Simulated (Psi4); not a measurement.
# SnO (SMILES [O]=[Sn]): DSD-PBEP86/def2-TZVPPD (core potential, density fitting for correlation)

Aim: the vertical electron affinity of SnO at DSD-PBEP86/def2-TZVPPD (core potential, density fitting for correlation), from 2 runs. 

The calculation is run with Psi4 1.11.

## (1) The molecule

SnO: 2 atoms, total charge 0, spin state singlet. As SMILES, `[O]=[Sn]`. The coordinates come from a PBE0-D4/def2-TZVP relaxation.

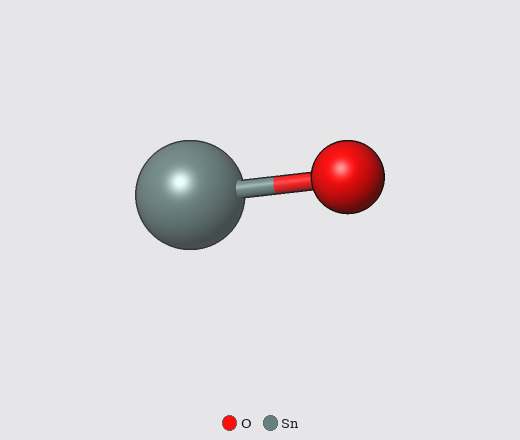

The structure, seen from a chosen angle (oxygen red, tin teal).

## (2) A single-point energy at DSD-PBEP86/def2-TZVPPD (core potential, density fitting for correlation)

osn.xyz reads:

```xyz
2
OSn
O      0.000000     0.000000    -0.007080
Sn     0.000000     0.000000     1.810660
```

osn.py reads:

```python
import psi4

psi4.set_memory('2200 MB')
psi4.set_num_threads(1)
psi4.core.set_output_file('psi4.out', False)

with open('osn.xyz') as f:
    atoms = ''.join(f.readlines()[2:])
molecule = psi4.geometry('0 1\n' + atoms + 'symmetry c1')

psi4.set_options({
    'puream': True,
    'e_convergence': 1e-09,
    'd_convergence': 1e-08,
    'scf_type': 'pk',
    'dft_radial_points': 99,
    'dft_spherical_points': 590,
    'num_frozen_docc': 5,
})

result = psi4.energy('dsd-pbep86/def2-TZVPPD', molecule=molecule)
print('E =', round(result, 9))
```

Run with:

```sh
python osn.py
```

psi4.out, cut to the lines that bear on the results:

```text
[...]
    !!!  WARNING: ECP capability is in beta. Please check occupations closely.  !!!
[...]
  Running in c1 symmetry.
[...]
  Nuclear repulsion =   51.236804536358335
[...]
  Multiplicity = 1
[...]
  Nalpha       = 15
  Nbeta        = 15
[...]
    Number of basis functions: 96
[...]
   @RKS iter   1:  -288.42970760651235   -1.37100e+00   9.61941e-03 ADIIS/DIIS
[...]
   @RKS iter  13:  -288.80144311977932   -2.16005e-12   3.40819e-09 DIIS
[...]
    Orbital Energies [Eh]
    ---------------------
    Doubly Occupied:
       1A    -20.010774     2A     -5.617527     3A     -3.862813
       4A     -3.862813     5A     -3.848916     6A     -1.256935
       7A     -1.242810     8A     -1.242810     9A     -1.230393
      10A     -1.230393    11A     -1.049189    12A     -0.517697
      13A     -0.365261    14A     -0.365260    15A     -0.351764
[...]
  @RKS Final Energy:  -288.80144311977932
   => Energetics <=
    Nuclear Repulsion Energy =             51.2368045363583349
    One-Electron Energy =                -582.5627436576032778
    Two-Electron Energy =                 250.1960550288250147
    DFT Exchange-Correlation Energy =      -7.6715590273594012
    Empirical Dispersion Energy =           0.0000000000000000
    VV10 Nonlocal Energy =                  0.0000000000000000
    Total Energy =                       -288.8014431197793215
[...]
 Multipole Moments:
 ------------------------------------------------------------------------------------
     Multipole            Electronic (a.u.)      Nuclear  (a.u.)        Total (a.u.)
 ------------------------------------------------------------------------------------
 L = 1.  Multiply by 2.5417464519 to convert [e a0] to [Debye]
 Dipole X            :          0.0000000            0.0000000            0.0000000
 Dipole Y            :         -0.0000003            0.0000000           -0.0000003
 Dipole Z            :         17.3168941          -15.3512859            1.9656082
 Magnitude           :                                                    1.9656082
[...]
```

On the terminal:

```text
E = -289.101223076
```

Wall time 8.7 s (1 thread of Intel Xeon Platinum 8223CL at 3.00GHz (Skylake/Cascade Lake), shared host); peak memory 0.65 GiB.

## (3) The doublet anion, same level

osn.xyz is that of step 2.

osn_ase.py reads:

```python
import numpy as np
from ase.calculators.psi4 import Psi4
from ase.io import read

mol = read('osn.xyz')
calc = Psi4(atoms=mol, method='dsd-pbep86', basis='def2-TZVPPD', memory='2200MB', num_threads=1, charge=-1, multiplicity=2, label='osn', reference='uks')
calc.psi4.set_options({'puream': True, 'e_convergence': 1e-09, 'd_convergence': 1e-08, 'scf_type': 'pk', 'dft_radial_points': 99, 'dft_spherical_points': 590, 'num_frozen_docc': 5, 'maxiter': 100})
mol.calc = calc

print(f'energy: {mol.get_potential_energy():.6f} eV')
```

Run with:

```sh
python osn_ase.py
```

osn.dat, cut to the lines that bear on the results:

```text
[...]
    !!!  WARNING: ECP capability is in beta. Please check occupations closely.  !!!
[...]
  Running in c1 symmetry.
[...]
  Nuclear repulsion =   51.236804536358335
[...]
  Multiplicity = 2
[...]
  Nalpha       = 16
  Nbeta        = 15
[...]
    Number of basis functions: 96
[...]
   @UKS iter   1:  -288.35131250154285   -1.29260e+00   1.03490e-02 DIIS/ADIIS
[...]
   @UKS iter  20:  -288.81798381097070   -4.60432e-12   6.78405e-09 DIIS
[...]
   @S^2 Observed:                7.628618044E-01
[...]
    Orbital Energies [Eh]
    ---------------------
    Alpha Occupied:
       1A    -19.789152     2A     -5.372675     3A     -3.619334
       4A     -3.615366     5A     -3.606698     6A     -1.020938
       7A     -0.996107     8A     -0.995874     9A     -0.990147
      10A     -0.985180    11A     -0.837419    12A     -0.307676
      13A     -0.191796    14A     -0.154167    15A     -0.141947
      16A     -0.001069
    Alpha Virtual:
      17A      0.156368    18A      0.179084    19A      0.201491
      20A      0.233479    21A      0.233978    22A      0.239777
      23A      0.252331    24A      0.258216    25A      0.299755
[...]
  @UKS Final Energy:  -288.81798381097070
   => Energetics <=
    Nuclear Repulsion Energy =             51.2368045363583349
    One-Electron Energy =                -589.5575717187329019
    Two-Electron Energy =                 257.2372386124649779
    DFT Exchange-Correlation Energy =      -7.7344552410611547
    Empirical Dispersion Energy =           0.0000000000000000
    VV10 Nonlocal Energy =                  0.0000000000000000
    Total Energy =                       -288.8179838109707021
[...]
 Multipole Moments:
 ------------------------------------------------------------------------------------
     Multipole            Electronic (a.u.)      Nuclear  (a.u.)        Total (a.u.)
 ------------------------------------------------------------------------------------
 L = 1.  Multiply by 2.5417464519 to convert [e a0] to [Debye]
 Dipole X            :          0.0000002            0.0000000            0.0000002
 Dipole Y            :         -0.0000011            0.0000000           -0.0000011
 Dipole Z            :         16.6926550          -15.3512859            1.3413691
 Magnitude           :                                                    1.3413691
[...]
```

Standard output:

```text
energy: -7867.203283 eV
```

Wall time 14 s (1 thread of Intel Xeon Platinum 8223CL at 3.00GHz (Skylake/Cascade Lake), shared host); peak memory 0.67 GiB.

## (4) Results

Level: DSD-PBEP86/def2-TZVPPD (core potential, density fitting for correlation), 5 core orbitals frozen.

| quantity | value |
| --- | --- |
| singlet SnO: total energy | -289.10122 Eh |
| singlet SnO: HOMO energy (SCF part's orbitals) | -9.57 eV |
| singlet SnO: LUMO energy (SCF part's orbitals) | -0.85 eV |
| singlet SnO: HOMO–LUMO gap (SCF part's orbitals) | 8.72 eV |
| doublet anion: total energy | -289.11439 Eh |
| doublet anion: HOMO energy (SCF part's orbitals) (highest over α and β) | -0.03 eV |
| doublet anion: LUMO energy (SCF part's orbitals) (lowest over α and β) | 4.25 eV |
| doublet anion: ⟨S²⟩ | 0.763 |
| vertical electron affinity (to the doublet anion) | 0.358 eV |

**Reading.** At fixed nuclei the extra electron is bound by 0.36 eV (34.6 kJ/mol).
